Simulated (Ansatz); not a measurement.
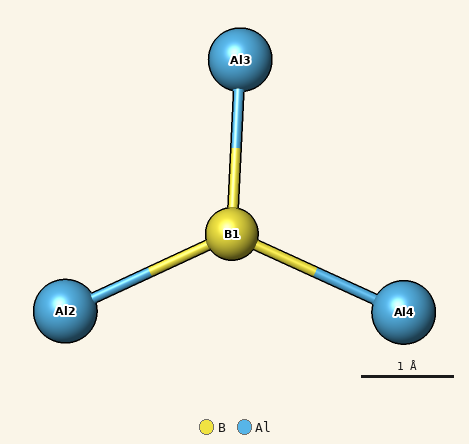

Figure 1. The input geometry (ball-and-stick view, seen on its broad side; atoms are numbered from 1 in the order of the input). Sticks mark near contacts.

## Run report: Al3B (charge −1), single-point calculation

System: Al3B, charge −1, multiplicity 2.
Method: UKS PBE-D4/def2-TZVPD (Ansatz 0.2.0).

The geometry comes from this level: B3LYP-D4/def2-TZVPD. Figures and captions count atoms from 1; the log counts them from 0 in places.

### Log
```
Functional definition: PBE
  name "PBE"
  cite "Perdew, Burke & Ernzerhof, Phys. Rev. Lett. 77, 3865 (1996) doi:10.1103/PhysRevLett.77.3865"
  parent pbe
  parameter kappa = 0.804
  parameter beta = 0.06672455060314922
  exchange = pbe_x(kappa = kappa, mu = beta*pi^2/3)
  correlation = pbe_c(beta = beta)
these checks for a lower state are left out or cut short: starts
957 factors; their error is unknown
mean field evaluation 1: about -20454.1154 eV, gradient 7.6e0 eV
mean field evaluation 2: about -20454.2125 eV, gradient 1.9e-1 eV
mean field evaluation 4: about -20454.2137 eV, gradient 1.3e-2 eV
mean field evaluation 8: about -20454.2137 eV, gradient 5.5e-5 eV
mean field evaluation 16: about -20454.2137 eV, gradient 5.5e-6 eV
mean field -20454.21369524 eV, -751.6784889361 hartree, gradient 5.5e-6 eV, S^2 0.764383; 0 other end points of the search recorded, 0 dependent functions left out
the calculation of the forces begins
reference -20454.21373474 eV, -751.6784903875 hartree; 23, 22 occupied and 143, 144 virtual orbitals, 957 factors
Total energy: -20454.48927828 eV, -751.6886164259 hartree
Atom 0 at     1.385439     0.436459    -0.717701 Å, force     0.044471     0.026130     0.046214 eV/Å
Atom 1 at     2.162777    -1.136707    -1.789921 Å, force    -0.023338    -0.032398    -0.005913 eV/Å
Atom 2 at    -0.076242    -0.151655     0.476014 Å, force     0.012786     0.008432    -0.045458 eV/Å
Atom 3 at     1.095827     2.384503    -1.309392 Å, force    -0.033919    -0.002164     0.005157 eV/Å
Dipole moment:    -0.216546    -0.083752     0.176019 e Å
Checks for a lower state left out: starts
```

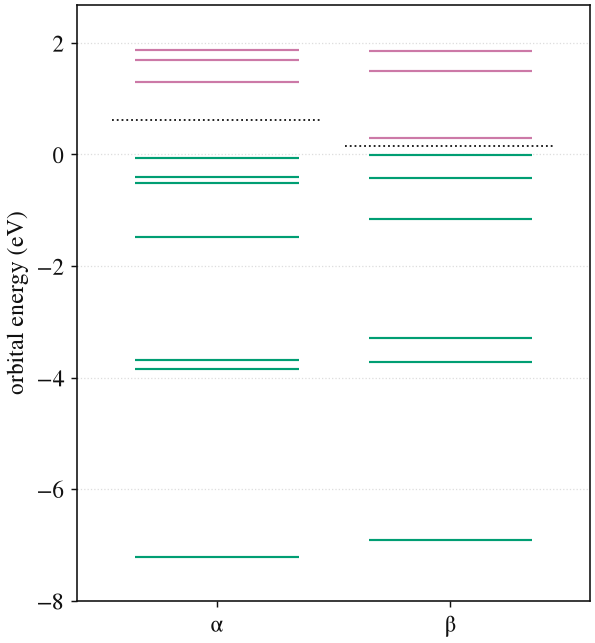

Figure 2. Orbital energies near the frontier for α and β spins; the dotted line parts filled from empty levels, and levels within 0.02 eV of each other stand side by side. α: highest filled −0.07 eV, lowest empty 1.31 eV, 1.38 eV apart; β: highest filled 0.00 eV, lowest empty 0.30 eV, 0.30 eV apart.

The run was set up as follows.

### Input file
```yaml
crystal:
  periodic: [false, false, false]
  atoms:
    - {symbol: B, position_ang: [1.385439, 0.436459, -0.717701]}
    - {symbol: Al, position_ang: [2.162777, -1.136707, -1.789921]}
    - {symbol: Al, position_ang: [-0.076242, -0.151655, 0.476014]}
    - {symbol: Al, position_ang: [1.095827, 2.384503, -1.309392]}
basis:
  gaussian: {orbitals: def2-TZVPD, initial_orbitals: start.molden}
total_charge: -1
magnetization: {spin_polarized: true, initial_magnetization: 1}
hamiltonian: {xc: pbe, dispersion: d4}
scf: {omitted_lower_state_checks: [starts]}
output: {forces: true, orbitals: {seedname: orbitals}}
```

Command:
```bash
ansatz run in.yaml --threads 4 --pin off --events-out ev --progress --plain --max-ram 3916MiB
```

### Key numbers

| quantity | value |
| --- | --- |
| outcome | converged |
| total energy | −20454.4893 eV |
| mean-field energy | −20454.2137 eV |
| dispersion energy | −0.2755 eV |
| ⟨S²⟩ | 0.764 |
| SCF solution under orbital rotations | stable |
| HOMO (either spin) | 0.00 eV |
| LUMO (either spin) | 0.30 eV |
| largest force (length of the vector) | 0.069 eV/Å |
| hardware | 4 threads of Arm Neoverse V1, 23 GiB of memory available, shared host |
| wall time | 4.4 s (CPU time 16 s) |
| peak memory | 0.36 GiB |
